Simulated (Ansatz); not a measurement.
The reference is GaAs in the zinc blende structure (space group F-43m, No. 216; a = 5.659 Å). Axes: x, y, z lie along the cube axes.

One thing is altered: uniaxial strain ε_zz = −1.00 %, all other strain components held at zero; the atoms relax in the strained cell.

The values are results of DFT with PBEsol, PAW potentials and a 420 eV plane-wave cutoff in Ansatz (a program for electronic structure), spin-orbit coupling left out, not measurements.

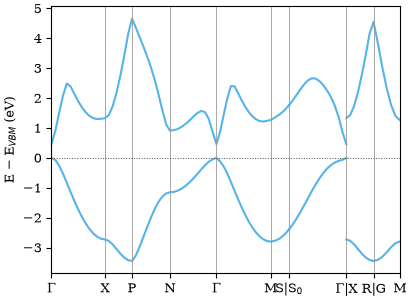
Fig. 1. Highest valence and lowest conduction band along the path of the changed cell's own zone

The gap is 0.46 eV, direct at Γ; the base has 0.42 eV.

Stability against distortions was not tested. Labels are those of the standard path for the cell's own space group.
